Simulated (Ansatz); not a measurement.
## CoAgS2: relaxing a made-up structure

Starting from a made-up structure for CoAgS2, the aim is the relaxed cell, its shortest contacts and, where a second run follows, its electronic structure.

Main program and level: Ansatz 0.2.0; DFT, PBE, plane-wave PAW, files of the set soft_1, scalar-relativistic, ferromagnetic start, cell and ions relaxed at zero pressure; PAW set soft_1, in the first sound run; inputs show where later runs differ.

## Step 1: The starting structure

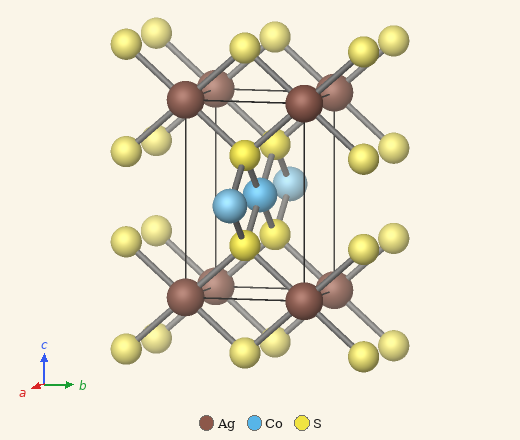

The starting structure, seen slightly off an axis (silver brown, cobalt blue, sulfur yellow). Some periodic images of atoms are drawn too.

## Step 2: Relaxation of the guess

The guessed cell has no reason to be at equilibrium. It is relaxed with the atoms, within the space group of the guess.

Contents of input.yaml:

```yaml
crystal:
  lattice:
    - [3.344, 0.0, 0.0]
    - [0.0, 3.912, 0.0]
    - [0.0, 0.0, 6.281]
  atoms:
    - { symbol: Ag, position: [0.0, 0.0, 0.0] }
    - { symbol: Co, position: [0.5, 0.5, 0.5], spin: 2.0 }
    - { symbol: S, position: [0.0, 0.5, 0.7284] }
    - { symbol: S, position: [0.0, 0.5, 0.2716] }
magnetization:
  spin_polarized: true
kpoints:
  mp_grid: { grid: [8, 7, 5] }
scf:
  occupations: { method: fermi_dirac, width: 0.05 }
hamiltonian:
  xc: pbe
  pseudopotentials: { kind: paw, azcp: { folder: soft_1 } }
relax:
  f_tol: 0.015
  max_steps: 70
  cell: {}
output:
  forces: true
  stress: true
```

On the command line:

```console
> ansatz run input.yaml --threads 4 --pin off --max-ram 10240MiB --backend cpu --events-out ev --progress --plain --runs-dir out
```

Numbers of over 12 decimals in the logs are rounded to 6 here.

The program printed:

```text
Engine: ansatz 0.2.0, x86_64-unknown-linux-gnu
Pseudopotentials: kind: paw
Pseudopotential: Ag, paw, valence charge 19, recommended cutoff 420 eV (normal), soft_1/Ag.paw.azcp
Pseudopotential: Co, paw, valence charge 17, recommended cutoff 420 eV (normal), soft_1/Co.paw.azcp
Pseudopotential: S, paw, valence charge 6, recommended cutoff 420 eV (normal), soft_1/S.paw.azcp
Functional definition: PBE
  parameter kappa = 0.804
  parameter beta = 0.066725
  exchange = pbe_x(kappa = kappa, mu = beta*pi^2/3)
  correlation = pbe_c(beta = beta)
Crystal: 4 atoms, lattice volume = 82.166 Å³
Basis set: ecut = 420 eV, 1623 PW (Γ), exchange–correlation on 48×54×90 points (8 copies of the dense FFT grid, shifted against one another)
Bands: 30, of which v1, the nominal top of the filled ones, is band 24 counted from 1 (23 counted from 0)
Symmetry: 8 space group operations
Space group: Pmmm (ITA 47), of the structure as read, at distance tolerance 4.3e-5 Å
Magnetic group: BNS 47.249 (UNI 347), of the structure as read, at distance tolerance 4.3e-5 Å
k-points: 60 of 280
Non-local potential: Ag, projectors of the file, l = 0: 3, l = 1: 2, l = 2: 2, l = 3: 1
Non-local potential: Co, projectors of the file, l = 0: 3, l = 1: 2, l = 2: 3, l = 3: 1
Non-local potential: S, projectors of the file, l = 0: 2, l = 1: 2, l = 2: 1
PAW form: soft (Blöchl's): semilocal exchange-correlation on the pseudo side does not see the compensation charge
PAW one-centre angular grid: Ag, 590 points (default); XC on 64 Gauss nodes
PAW one-centre angular grid: Co, 590 points (default); XC on 64 Gauss nodes
PAW one-centre angular grid: S, 110 points (default); XC on 64 Gauss nodes
Initial density: superposition of atomic densities (chi_scale 0.1, normalization cell)
Starting moments: Σ|m| = 2 μB on 1 of 4 sites
Initial wavefunctions: pseudopotential atomic-orbital guess
Functional: x = pbe(κ = 0.804, μ = 0.219515), c = pbe(β = 0.066725)
SCF iter   1: F=—  HF=-14520.737314 eV  |F-HF|=—  |Δ(HF+E_count)|=         —  Δρ=3.27e-2 (↑2.97e-2 ↓3.27e-2)  dr2=4.64e0  dr2_m=1.20e-1  M=1.586 μB ∫|m|=1.829 μB  β_m=0.30  ethr=3.10e-3  ⟨swp⟩=7.3  Hψ=17145  notcnv=0
Mixer restart at iter 1: flushing history
preconditioner: auto → Kerker (q_TF=auto, 2.494 Å⁻¹)  [metal: Δε(μ)=0.022 eV  Ē_g=7.999 eV  σ=0.050 eV  W_gap=0.11  n_scr=20 (ndim 8)  ℏωp=23.2 eV  f_vac=0.010  D(μ)=5.15/eV (n_scr^D=52)]
spin=Collinear: Kerker preconditioning applied to the charge; magnetization (m = ρ↑ − ρ↓) channel mixes plain (no charge-response kernel on spin).
SCF iter   2: F=—  HF=-14520.612486 eV  |F-HF|=—  |Δ(HF+E_count)|=   1.25e-1  Δρ=2.65e-2 (↑1.73e-2 ↓2.65e-2)  dr2=2.17e0  dr2_m=1.29e-1  M=1.489 μB ∫|m|=1.752 μB  β_m=0.54  ethr=3.10e-3  ⟨swp⟩=2.1  Hψ=5500  notcnv=0  defer=54
SCF iter   3: F=—  HF=-14521.157491 eV  |F-HF|=—  |Δ(HF+E_count)|=   5.45e-1  Δρ=1.74e-2 (↑1.37e-2 ↓1.74e-2)  dr2=6.64e-1  dr2_m=1.44e-1  M=1.217 μB ∫|m|=1.533 μB  β_m=0.70  ethr=3.10e-3  ⟨swp⟩=3.1  Hψ=5825  notcnv=0  defer=68
SCF iter   4: F=—  HF=-14521.179700 eV  |F-HF|=—  |Δ(HF+E_count)|=   2.22e-2  Δρ=1.51e-2 (↑3.74e-3 ↓1.51e-2)  dr2=3.53e-1  dr2_m=3.01e-2  M=1.043 μB ∫|m|=1.257 μB  β_m=0.74  ethr=1.38e-3  ⟨swp⟩=3.4  Hψ=6962  notcnv=0  defer=89
SCF iter   5: F=—  HF=-14521.029870 eV  |F-HF|=—  |Δ(HF+E_count)|=   1.50e-1  Δρ=2.38e-2 (↑2.38e-2 ↓2.36e-2)  dr2=1.39e0  dr2_m=2.56e-3  M=0.973 μB ∫|m|=1.106 μB  β_m=0.57  ethr=7.36e-4  ⟨swp⟩=3.5  Hψ=8240  notcnv=0  defer=98  recentre
SCF iter   6: F=—  HF=-14521.133225 eV  |F-HF|=—  |Δ(HF+E_count)|=   1.03e-1  Δρ=4.45e-3 (↑4.45e-3 ↓1.83e-3)  dr2=1.80e-2  dr2_m=4.10e-3  M=1.039 μB ∫|m|=1.207 μB  β_m=0.78  ethr=7.36e-4  ⟨swp⟩=3.0  Hψ=8247  notcnv=0  defer=105
SCF iter   7: F=—  HF=-14521.150636 eV  |F-HF|=—  |Δ(HF+E_count)|=         —  Δρ=2.90e-3 (↑2.90e-3 ↓2.44e-3)  dr2=3.27e-3  dr2_m=4.83e-3  M=1.017 μB ∫|m|=1.159 μB  β_m=0.78  ethr=3.76e-5  ⟨swp⟩=2.1  Hψ=5482  notcnv=0  defer=102
Mixer restart at iter 7: flushing history
SCF iter   8: F=—  HF=-14521.151819 eV  |F-HF|=—  |Δ(HF+E_count)|=   1.18e-3  Δρ=1.52e-3 (↑1.14e-3 ↓1.52e-3)  dr2=1.43e-3  dr2_m=1.10e-3  M=1.013 μB ∫|m|=1.143 μB  β_m=0.89  ethr=6.81e-6  ⟨swp⟩=2.4  Hψ=5696  notcnv=0  defer=102
SCF iter   9: F=—  HF=-14521.153294 eV  |F-HF|=—  |Δ(HF+E_count)|=   1.48e-3  Δρ=1.34e-3 (↑1.34e-3 ↓1.23e-3)  dr2=3.43e-3  dr2_m=1.45e-4  M=1.016 μB ∫|m|=1.138 μB  β_m=0.76  ethr=2.97e-6  ⟨swp⟩=2.0  Hψ=6516  notcnv=0  defer=102
SCF iter  10: F=—  HF=-14521.153267 eV  |F-HF|=—  |Δ(HF+E_count)|=   2.70e-5  Δρ=8.91e-4 (↑3.24e-4 ↓8.91e-4)  dr2=5.97e-4  dr2_m=9.75e-5  M=1.009 μB ∫|m|=1.127 μB  β_m=0.86  ethr=2.97e-6  ⟨swp⟩=2.0  Hψ=6859  notcnv=0  defer=102
SCF iter  11: F=—  HF=-14521.153586 eV  |F-HF|=—  |Δ(HF+E_count)|=   3.18e-4  Δρ=5.16e-4 (↑4.07e-4 ↓5.16e-4)  dr2=2.73e-4  dr2_m=5.68e-5  M=1.008 μB ∫|m|=1.124 μB  β_m=0.90  ethr=1.24e-6  ⟨swp⟩=2.0  Hψ=6580  notcnv=0  defer=102
SCF iter  12: F=—  HF=-14521.153790 eV  |F-HF|=—  |Δ(HF+E_count)|=   2.04e-4  Δρ=2.92e-4 (↑1.25e-4 ↓2.92e-4)  dr2=1.18e-4  dr2_m=6.74e-6  M=1.003 μB ∫|m|=1.116 μB  β_m=0.95  ethr=5.69e-7  ⟨swp⟩=2.0  Hψ=6687  notcnv=0  defer=102
SCF iter  13: F=—  HF=-14521.153787 eV  |F-HF|=—  |Δ(HF+E_count)|=   2.46e-6  Δρ=1.04e-4 (↑9.69e-5 ↓1.04e-4)  dr2=4.98e-5  dr2_m=5.41e-7  M=1.004 μB ∫|m|=1.117 μB  β_m=0.98  ethr=2.45e-7  ⟨swp⟩=2.1  Hψ=5865  notcnv=0  defer=101
SCF iter  14: F=—  HF=-14521.153789 eV  |F-HF|=—  |Δ(HF+E_count)|=   1.53e-6  Δρ=1.04e-4 (↑1.03e-4 ↓1.04e-4)  dr2=3.45e-5  dr2_m=1.14e-7  M=1.004 μB ∫|m|=1.116 μB  β_m=0.70  ethr=1.04e-7  ⟨swp⟩=1.3  Hψ=3668  notcnv=0  defer=101
SCF iter  15: F=—  HF=-14521.153781 eV  |F-HF|=—  |Δ(HF+E_count)|=   7.82e-6  Δρ=3.38e-5 (↑2.56e-5 ↓3.38e-5)  dr2=1.01e-6  dr2_m=5.50e-7  M=1.003 μB ∫|m|=1.115 μB  β_m=0.85  ethr=7.18e-8  ⟨swp⟩=2.0  Hψ=4087  notcnv=0  defer=101
SCF iter  16: F=—  HF=-14521.153781 eV  |F-HF|=—  |Δ(HF+E_count)|=   3.40e-7  Δρ=1.07e-5 (↑1.07e-5 ↓9.11e-6)  dr2=2.30e-7  dr2_m=3.05e-8  M=1.002 μB ∫|m|=1.115 μB  β_m=0.82  ethr=2.10e-9  ⟨swp⟩=2.0  Hψ=6554  notcnv=0  defer=101
SCF iter  17: F=—  HF=-14521.153782 eV  |F-HF|=—  |Δ(HF+E_count)|=   8.19e-8  Δρ=5.08e-6 (↑3.40e-6 ↓5.08e-6)  dr2=5.82e-8  dr2_m=8.02e-9  M=1.002 μB ∫|m|=1.115 μB  β_m=0.91  ethr=4.78e-10  ⟨swp⟩=2.4  Hψ=5700  notcnv=0  defer=101
SCF iter  18: F=—  HF=-14521.153782 eV  |F-HF|=—  |Δ(HF+E_count)|=   3.70e-8  Δρ=8.95e-6 (↑3.31e-6 ↓8.95e-6)  dr2=1.23e-7  dr2_m=6.87e-9  M=1.002 μB ∫|m|=1.115 μB  β_m=0.96  ethr=1.21e-10  ⟨swp⟩=2.1  Hψ=5203  notcnv=0  defer=101
[...]
SCF 3 converged in 10 iterations: F = -14521.222001 eV  dr2 = 1.17e-7
relax step   3: F+E_penalty+E_count = -14521.22200071 eV  Δ(F+E_penalty+E_count) = -7.571e-3 eV  max|allowed force component| = 3.586e-2 eV/Å  Δτ_max = 0.0132 Å  P = +0.107 GPa  Ω = 76.874 Å³  energy of the carried Pulay correction = +1.798e-3 eV  (10 SCF iters, dr2 threshold 4.00e-7 eV, accepted)
[...]
relax step   4: F+E_penalty+E_count = -14521.22235055 eV  Δ(F+E_penalty+E_count) = -3.498e-4 eV  max|allowed force component| = 2.211e-3 eV/Å  Δτ_max = 0.0003 Å  P = -0.037 GPa  Ω = 77.145 Å³  energy of the carried Pulay correction = +1.703e-3 eV  (9 SCF iters, dr2 threshold 3.40e-7 eV, accepted)
Basis set: ecut = 420 eV, 1527 PW (Γ), exchange–correlation on 48×50×90 points (8 copies of the dense FFT grid, shifted against one another)
Initial wavefunctions: pseudopotential atomic-orbital guess (no wavefunctions were taken with the density)
iter 1 solved again at ethr=1.08e-6 eV; its pass at ethr=3.10e-3 eV (dr2=5.17e-4 eV) is discarded
SCF iter   1: F=—  HF=-14521.220674 eV  |F-HF|=—  |Δ(HF+E_count)|=         —  Δρ=1.43e-4 (↑6.44e-5 ↓1.43e-4)  dr2=1.88e-5  dr2_m=2.44e-6  M=0.799 μB ∫|m|=0.906 μB  β_m=0.65  ethr=1.08e-6  ⟨swp⟩=3.6  Hψ=26466  notcnv=0
preconditioner: auto → Kerker (q_TF=auto, 2.251 Å⁻¹)  [metal: Δε(μ)=0.008 eV  Ē_g=8.559 eV  σ=0.050 eV  W_gap=0.04  n_scr=16 (ndim 8)  ℏωp=23.9 eV  f_vac=0.038  D(μ)=3.15/eV (n_scr^D=24)]
spin=Collinear: Kerker preconditioning applied to the charge; magnetization (m = ρ↑ − ρ↓) channel mixes plain (no charge-response kernel on spin).
SCF iter   2: F=—  HF=-14521.220673 eV  |F-HF|=—  |Δ(HF+E_count)|=   1.27e-6  Δρ=3.92e-5 (↑3.92e-5 ↓3.33e-5)  dr2=1.42e-6  dr2_m=2.52e-7  M=0.799 μB ∫|m|=0.906 μB  β_m=0.54  ethr=3.93e-8  ⟨swp⟩=2.0  Hψ=5253  notcnv=0
SCF iter   3: F=—  HF=-14521.220674 eV  |F-HF|=—  |Δ(HF+E_count)|=   1.34e-6  Δρ=1.76e-5 (↑1.76e-5 ↓1.45e-5)  dr2=4.23e-7  dr2_m=1.20e-8  M=0.798 μB ∫|m|=0.906 μB  β_m=0.54  ethr=2.97e-9  ⟨swp⟩=2.0  Hψ=6533  notcnv=0
SCF iter   4: F=—  HF=-14521.220675 eV  |F-HF|=—  |Δ(HF+E_count)|=   5.42e-7  Δρ=2.40e-5 (↑6.80e-6 ↓2.40e-5)  dr2=4.18e-7  dr2_m=8.06e-8  M=0.798 μB ∫|m|=0.905 μB  β_m=0.77  ethr=8.81e-10  ⟨swp⟩=2.3  Hψ=5066  notcnv=0
SCF iter   5: F=—  HF=-14521.220676 eV  |F-HF|=—  |Δ(HF+E_count)|=   1.24e-6  Δρ=2.80e-5 (↑9.58e-6 ↓2.80e-5)  dr2=6.08e-7  dr2_m=1.97e-7  M=0.798 μB ∫|m|=0.905 μB  β_m=0.88  ethr=8.72e-10  ⟨swp⟩=2.4  Hψ=5616  notcnv=0
SCF iter   6: F=—  HF=-14521.220677 eV  |F-HF|=—  |Δ(HF+E_count)|=   1.09e-6  Δρ=1.42e-5 (↑9.77e-6 ↓1.42e-5)  dr2=1.66e-7  dr2_m=9.18e-8  M=0.798 μB ∫|m|=0.905 μB  β_m=0.94  ethr=8.72e-10  ⟨swp⟩=2.7  Hψ=6345  notcnv=0
SCF iter   7: F=—  HF=-14521.220677 eV  |F-HF|=—  |Δ(HF+E_count)|=   1.35e-7  Δρ=3.73e-6 (↑1.49e-6 ↓3.73e-6)  dr2=1.63e-8  dr2_m=1.71e-9  M=0.797 μB ∫|m|=0.904 μB  β_m=0.91  ethr=3.45e-10  ⟨swp⟩=3.0  Hψ=6308  notcnv=0
SCF iter   8: F=—  HF=-14521.220677 eV  |F-HF|=—  |Δ(HF+E_count)|=   3.18e-9  Δρ=3.14e-6 (↑1.02e-6 ↓3.14e-6)  dr2=1.46e-8  dr2_m=8.88e-10  M=0.797 μB ∫|m|=0.905 μB  β_m=0.95  ethr=3.40e-11  ⟨swp⟩=3.0  Hψ=6958  notcnv=0
SCF iter   9: F=—  HF=-14521.220677 eV  |F-HF|=—  |Δ(HF+E_count)|=   5.42e-9  Δρ=2.86e-6 (↑6.82e-7 ↓2.86e-6)  dr2=1.03e-8  dr2_m=9.52e-10  M=0.797 μB ∫|m|=0.905 μB  β_m=0.77  ethr=3.03e-11  ⟨swp⟩=1.9  Hψ=3828  notcnv=0
SCF iter  10: F=—  HF=-14521.220677 eV  |F-HF|=—  |Δ(HF+E_count)|=   1.35e-9  Δρ=1.03e-6 (↑1.64e-7 ↓1.03e-6)  dr2=1.00e-9  dr2_m=1.89e-10  M=0.797 μB ∫|m|=0.905 μB  β_m=0.89  ethr=2.15e-11  ⟨swp⟩=2.0  Hψ=4280  notcnv=0
SCF iter  11: F=—  HF=-14521.220677 eV  |F-HF|=—  |Δ(HF+E_count)|=   1.16e-9  Δρ=1.15e-7 (↑3.53e-8 ↓1.15e-7)  dr2=1.80e-11  dr2_m=1.87e-12  M=0.797 μB ∫|m|=0.904 μB  β_m=0.94  ethr=2.09e-12  ⟨swp⟩=2.7  Hψ=6420  notcnv=0
SCF iter  12: F=—  HF=-14521.220677 eV  |F-HF|=—  |Δ(HF+E_count)|=  5.46e-12  Δρ=1.32e-7 (↑3.03e-8 ↓1.32e-7)  dr2=1.01e-11  dr2_m=4.32e-12  M=0.797 μB ∫|m|=0.905 μB  β_m=0.97  ethr=1.00e-12  ⟨swp⟩=2.0  Hψ=4041  notcnv=0
SCF iter  13: F=—  HF=-14521.220677 eV  |F-HF|=—  |Δ(HF+E_count)|=  7.28e-12  Δρ=7.70e-8 (↑3.64e-8 ↓7.70e-8)  dr2=4.62e-12  dr2_m=1.84e-12  M=0.797 μB ∫|m|=0.905 μB  β_m=0.94  ethr=1.00e-12  ⟨swp⟩=1.0  Hψ=3600  notcnv=0
SCF iter  14: F=-14521.220677 eV  HF=-14521.220677 eV  |F-HF|=2.91e-11  |Δ(HF+E_count)|=  1.82e-12  Δρ=1.60e-7 (↑5.07e-8 ↓1.60e-7)  dr2=3.78e-11  dr2_m=2.36e-12  M=0.797 μB ∫|m|=0.904 μB  ethr=1.00e-12  ⟨swp⟩=3.0  Hψ=10665  notcnv=0
SCF 5 converged in 14 iterations: F = -14521.220677 eV  dr2 = 3.78e-11
relax step   5: F+E_penalty+E_count = -14521.22067712 eV  Δ(F+E_penalty+E_count) = +1.673e-3 eV  max|allowed force component| = 2.609e-3 eV/Å  Δτ_max = 0.0000 Å  P = -0.035 GPa  Ω = 77.145 Å³  stress off target by 4.38e-2 GPa  SCF on the basis re-selected at this cell (its energy is not comparable with the rows above)  (14 SCF iters)
basis re-selected at this cell: Δ(F+E_penalty+E_count) = +1.673e-3 eV, ΔP = +0.002 GPa vs the last step (what re-selecting the basis moved, of the pressure what is left beyond the Pulay correction that the steps carried, after the strain that the cell walked since its last selection, with what the two solves' SCF thresholds leave and, on support functions, any second-order correction that the steps lacked; it is no measure of the basis error at this ecutwfc). The dense FFT grid was sized anew with the basis: this SCF ran on 24×25×45 points, the steps before it on 24×27×45, so part of this shift can come from that change (see relax.cell in the input reference). [rest of the remark cut]
SCF converged after 14 iterations
Magnetization: 0.7974 μB (24.3987 up, 23.6013 down)
Absolute magnetization: 0.9052 μB (∫|ρ↑−ρ↓|, with the PAW one-centre terms)
Spin contamination: 0.0279 ħ² per cell (⟨S²⟩ above its minimum at these occupations)
Per-site moments (μB) at R_I (Å): [(0.000542285, 1.037217), (0.764332, 0.903594), (-0.00507405, 0.903594), (-0.00507405, 0.903594)]
Free energy (F): -14521.220677 eV
Harris-Foulkes:  -14521.220677 eV  (|F-HF|=2.91e-11)
Internal energy: -14521.195184 eV  (E = F + TS)
E sigma→0 (E₀):  -14521.207930 eV
Entropy (-TS):   -0.025493 eV (-6.373 meV/atom)
Fermi energy:    8.977234 eV
--- Per-component energies (eV) ---
  E_band       = -764.669688
  E_kinetic    = 970.739350
  E_local      = -7214.620511  (includes V_loc(G=0)·N_el)
  E_nonlocal   = 538.695427
  E_hartree    = 3251.276949
  E_xc         = -427.132661
  E_vxc        = -482.793957  (∫ρ·V_xc dr)
  E_paw        = -6746.941505  (= ΣΔE_a)
  E_vpaw       = -1079.243893  (= ΣTr[D̂ρ^β])
  E_aug_tail   = 0.000363  (compensation charges beyond the density's cutoff)
  E_ewald      = -4893.212596
  E_smearing   = -0.025493  (= −TS)
  E_closure    = -0.000000  (closes the sum)
  Σ components = -14521.220677   (vs F -14521.220677, Δ=0.00e0)
--- Forces (eV/Å), atoms counted from 1 ---
  atom   1  Ag     0.00000000     0.00000000     0.00000000
  atom   2  Co     0.00000000     0.00000000     0.00000000
  atom   3  S      0.00000000     0.00000000    -0.00260851
  atom   4  S      0.00000000     0.00000000     0.00260851
  max |Σ_I F_I| component: 2.52e-29 eV/Å
--- Stress (GPa, compression-positive) ---
       -0.043807       0.000000       0.000000
        0.000000      -0.025780       0.000000
        0.000000       0.000000      -0.036887
  P = ⅓ Tr σ = -0.0355 GPa (-0.355 kbar)
--- Relaxed structure (4 steps of the walk, 4 accepted, 1 SCFs on fresh bases) ---
  F+E_penalty+E_count = -14521.22067712 eV   max|allowed force component| = 2.609e-3 eV/Å   (the final SCF, on the basis selected at the relaxed cell)
  cell:  # Å, volume = 77.1445 Å³
    - [3.347348, 0.0, 0.0]
    - [0.0, 3.694019, 0.0]
    - [0.0, 0.0, 6.238859]
  atoms:
    - { symbol: Ag, position: [0.0, 0.0, 0.0] }
    - { symbol: Co, position: [0.5, 0.5, 0.5] }
    - { symbol: S, position: [0.0, 0.5, 0.726522] }
    - { symbol: S, position: [0.0, 0.5, 0.273478] }
```

Wall time 9.3 s (4 threads of AMD EPYC 9B45 (Zen 5), shared host); peak memory 0.6 GiB; 34 s of CPU time.

The steps of the relaxation:

| step | energy less that of the first step (eV) | largest force component (eV/Å) | pressure (GPa) | volume (Å³) |
| --- | --- | --- | --- | --- |
| 1 | 0.0000 | 0.0984 | -2.77 | 82.17 |
| 2 | -0.0606 | 0.0233 | -0.94 | 78.65 |
| 3 | -0.0682 | 0.0359 | 0.11 | 76.87 |
| 4 | -0.0686 | 0.0022 | -0.04 | 77.14 |
| 5* | -0.0669 | 0.0026 | -0.04 | 77.14 |

Relaxation steps marked * repeat the geometry before them on a plane-wave basis chosen anew for their cell, so energy and pressure can jump there.

The run keeps the 8 symmetry operations that it works with, so distortions that break them were not tested.

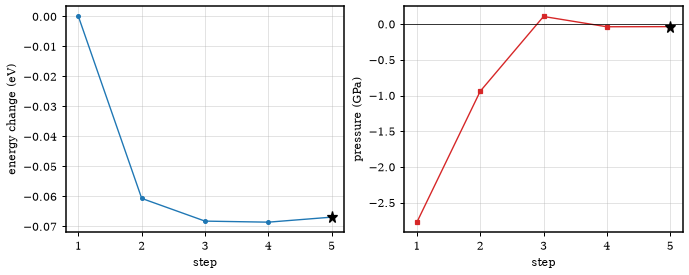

Energy and pressure along the relaxation. Stars mark steps on a basis chosen anew.

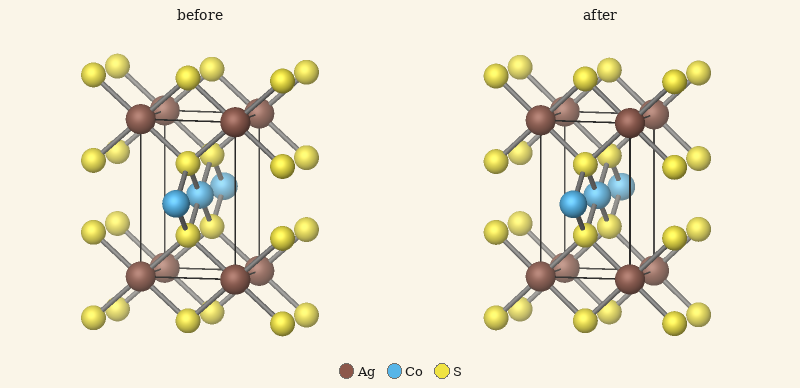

The structure before and after the relaxation, drawn at the same scale.

| conventional cell, symmetrised | before | after | change |
| --- | --- | --- | --- |
| a (Å) | 3.344 | 3.347 | +0.1 % |
| b (Å) | 3.912 | 3.694 | -5.6 % |
| c (Å) | 6.281 | 6.239 | -0.7 % |
| volume (Å³/atom) | 20.54 | 19.29 | -6.1 % |

The atoms that moved most (Å, as changes of fractional coordinates times the final cell):

| atom | dx | dy | dz | length |
| --- | --- | --- | --- | --- |
| S3 | 0.000 | 0.000 | -0.012 | 0.012 |
| S4 | 0.000 | 0.000 | 0.012 | 0.012 |

Final coordinates:

```xyz
4
Lattice="3.3473 0.0000 0.0000 0.0000 3.6940 0.0000 0.0000 0.0000 6.2389" Properties=species:S:1:pos:R:3 pbc="T T T"
Ag    0.0000    0.0000    0.0000
Co    1.6737    1.8470    3.1194
S     0.0000    1.8470    4.5327
S     0.0000    1.8470    1.7062
```

Numbers from this step:

```yaml
free_energy: -14521.2207 eV
energy_at_zero_smearing: -14521.2079 eV
smearing_term_ts: 0.02549 eV
fermi_energy: 8.977 eV
magnetization: 0.7974 μB
absolute_magnetization: 0.9052 μB
site_moments: 5.42e-4, 0.7643, -0.005074, -0.005074 μB
electrons: 48
symmetry_operations: 8
pressure: -0.03549 GPa
```

Site moment by atom:

| atom | site moment (μB) |
| --- | --- |
| Ag1 | 0.001 |
| Co2 | 0.764 |
| S3 | -0.005 |
| S4 | -0.005 |

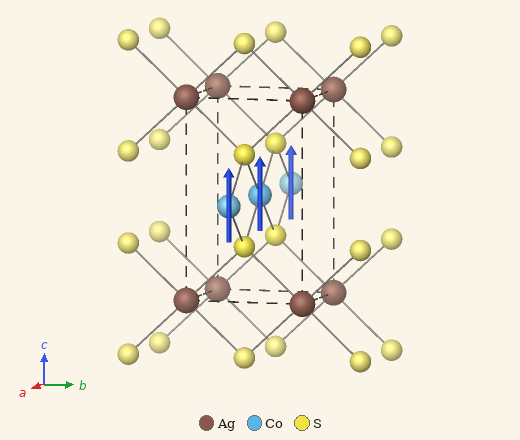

Site moment as arrows, the longest 0.764 μB. Up and down stand for the sign. Arrows give size and sign along the axis of quantisation, drawn up and down the page. Some periodic images of atoms are drawn too.

Shortest distances by pair of elements, guess and relaxed (not always the same contact):

| pair | guess (Å) | relaxed (Å) |
| --- | --- | --- |
| Co–S | 2.203 | 2.191 |
| Ag–S | 2.595 | 2.514 |
| S–S | 2.869 | 2.826 |
| Ag–Ag | 3.344 | 3.347 |
| Co–Co | 3.344 | 3.347 |

The relaxation ends with a largest force component of 0.0026 eV/Å and a pressure of -0.04 GPa.

(Continued in part 2 of 2.)

[Logs are printed without paths, hosts, clocks, repeated set-up lines and the standing remarks that a program may print on its own settings, such as how far it seeks lower states.]

[Hosts, paths, dates, database ids (printed as entryN), source tags and the programs' standing remarks are cut or masked in the printed files.]
